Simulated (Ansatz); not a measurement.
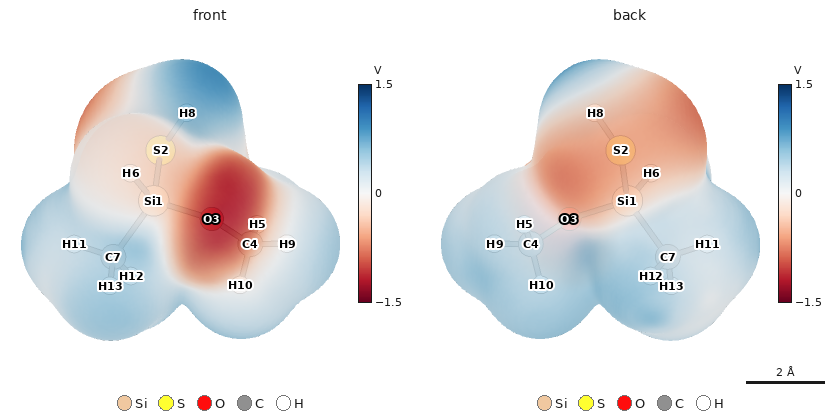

*C2H8OSSi. The molecular electrostatic potential painted on the density surface at 0.001 e/bohr³, seen from the front and from behind; red is negative and blue positive.*

Level of theory: RKS B3LYP-D4/def2-SVP (Ansatz).

```
atom    x (Å)    y (Å)    z (Å)
  Si   0.0815   0.6476   0.6851
   S   2.2369   0.4265   0.6335
   O  -0.6717  -0.8360   0.7501
   C  -0.5024  -1.8888  -0.1733
   H   0.5658  -2.0911  -0.3711
   H  -0.3571   1.3323   1.9260
   C  -0.3576   1.6127  -0.8588
   H   2.3164  -0.1780   1.8419
   H  -0.9580  -2.8005   0.2435
   H  -0.9962  -1.6703  -1.1386
   H   0.0841   2.6218  -0.8295
   H   0.0099   1.1068  -1.7661
   H  -1.4516   1.7170  -0.9426
```

**Describe the electrostatic potential map.**

The most negative region (about −1.2 V, or −28 kcal/mol for a unit charge) lies over O3, the most positive (about +0.9 V, or +21 kcal/mol for a unit charge) over H8. O3 is the likeliest acceptor of a hydrogen bond.
